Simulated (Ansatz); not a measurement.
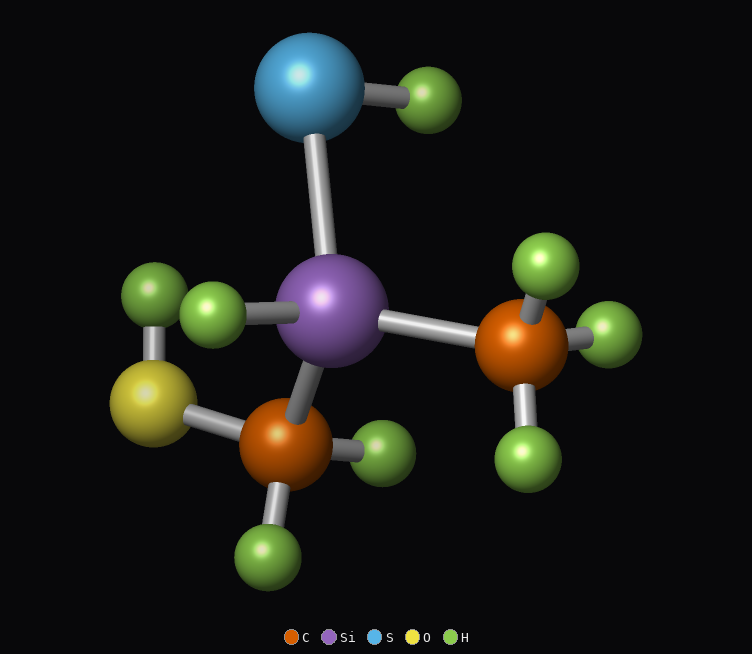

Ball-and-stick drawing of a structure. Every bond is drawn as one stick, whatever its order.

The geometry was computed by an optimisation with PBE0-D4/def2-TZVP. No frequency run is at hand to confirm it as a minimum.

Question: Count the atoms of each element.

Answer: C₂H₈OSSi, 13 atoms: 2 carbon, 8 hydrogen, 1 oxygen, 1 sulfur and 1 silicon.

Question: Does it have rings?

Answer: It has no ring.

Question: How many bonds of each kind are drawn?

Answer: 5 C–H, 2 C–Si, 1 S–Si, 1 C–O, 1 Si–H, 1 S–H, 1 O–H.

Question: What is the point group of this geometry?

Answer: C1.

More results for the same structure follow; atom numbers are the same in all pictures, views and colours differ.

Geometry

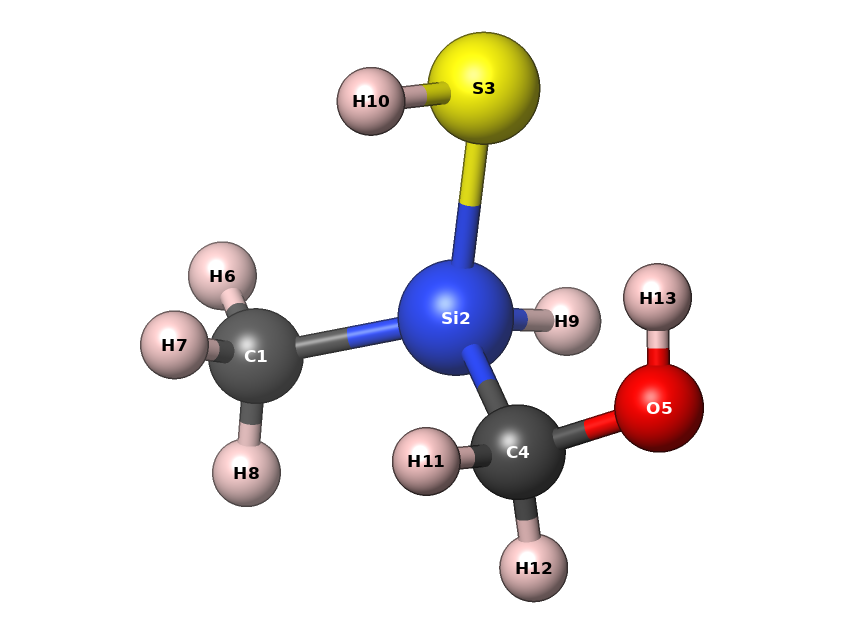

Atoms carry their numbers in the input. No frequency run is at hand to confirm it as a minimum.

Give the bond lengths.

```csv
bond,length (Å),order
C1–Si2,1.864,single
C1–H6,1.092,single
C1–H7,1.093,single
C1–H8,1.094,single
Si2–S3,2.155,single
Si2–C4,1.888,single
Si2–H9,1.486,single
S3–H10,1.345,single
C4–O5,1.415,single
C4–H11,1.102,single
C4–H12,1.095,single
O5–H13,0.965,single
```

Levels of theory compared

No frequency run is at hand to confirm it as a minimum. Program: Ansatz 0.2.0.

At this fixed geometry, give HOMO–LUMO gap (eV) at these levels: B3LYP-D4/def2-TZVPP; PBE-D4/def2-TZVPP; PBE0-D4/def2-TZVPP; r2SCAN-D4/def2-TZVPP; ωB97M-V/def2-TZVPP; ωB97X-V/def2-TZVPP.

```tsv
level	HOMO–LUMO gap (eV)
B3LYP-D4/def2-TZVPP	7.22
PBE-D4/def2-TZVPP	5.38
PBE0-D4/def2-TZVPP	7.75
r2SCAN-D4/def2-TZVPP	6.10
ωB97M-V/def2-TZVPP	11.67
ωB97X-V/def2-TZVPP	12.14
```

Charges

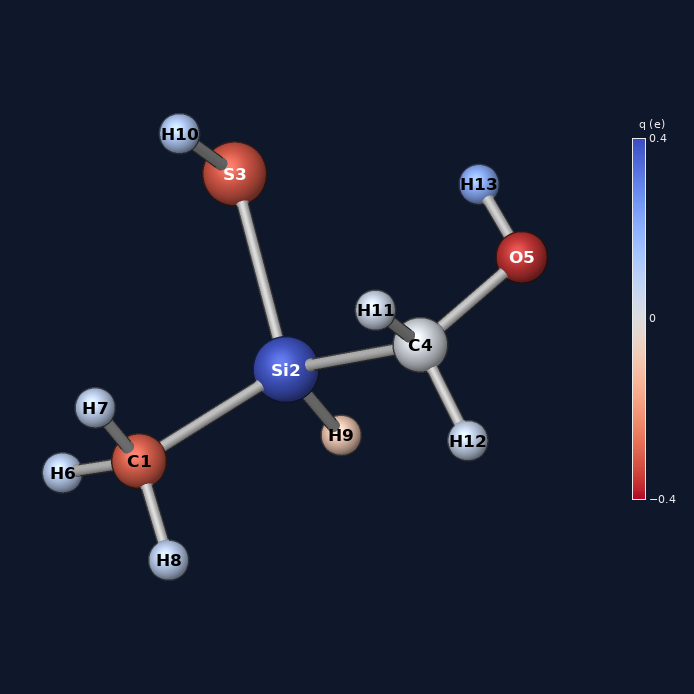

Atoms are coloured by their Mulliken charges. No frequency run is at hand to confirm it as a minimum. Method: RKS r2SCAN-D4/def2-TZVPP (Ansatz 0.2.0).

List the Mulliken charges.

```tsv
atom	value (e)
C1	−0.30
Si2	0.38
S3	−0.31
C4	0.02
O5	−0.36
H6	0.09
H7	0.07
H8	0.08
H9	−0.08
H10	0.11
H11	0.04
H12	0.06
H13	0.20
```

Dipole moment

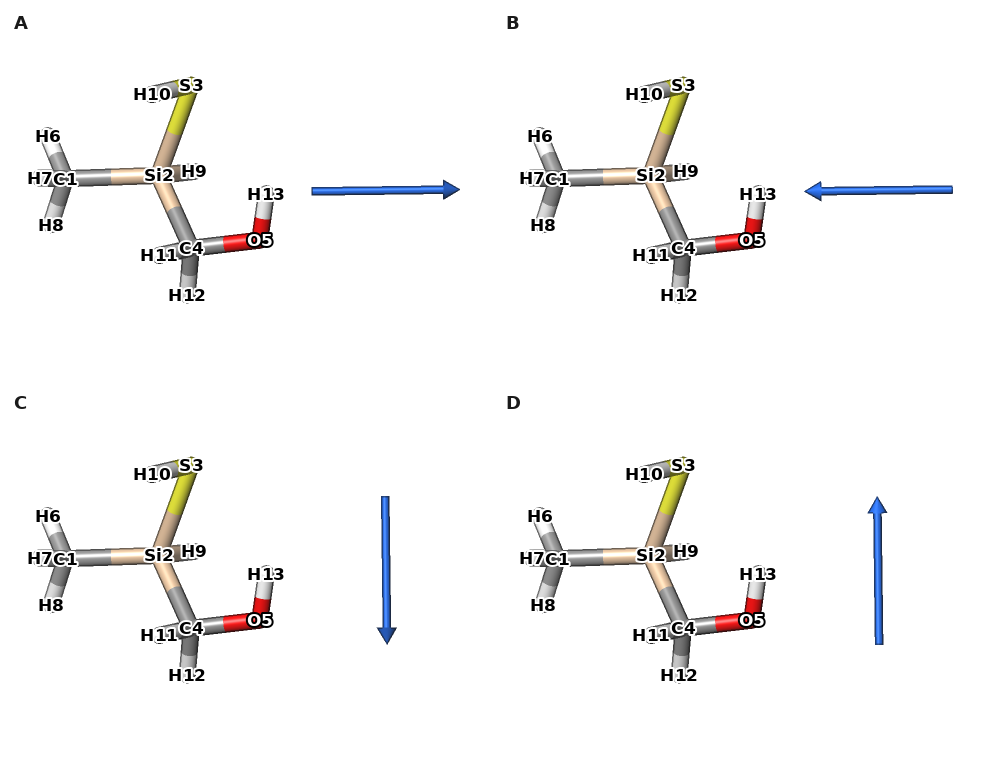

The same molecule four times, each with an arrow. No frequency run is at hand to confirm it as a minimum. Properties computed with RKS PBE0-D4/def2-TZVP (Ansatz 0.2.0).

Question: Which arrow points along the dipole moment, from the negative to the positive end?

Answer: B. The dipole moment is 2.63 D; it points from the side of O5, H13 to the side of H7 (the outermost atoms at the two ends).

Mulliken values depend strongly on the basis set and can even reverse the polarity of a bond.
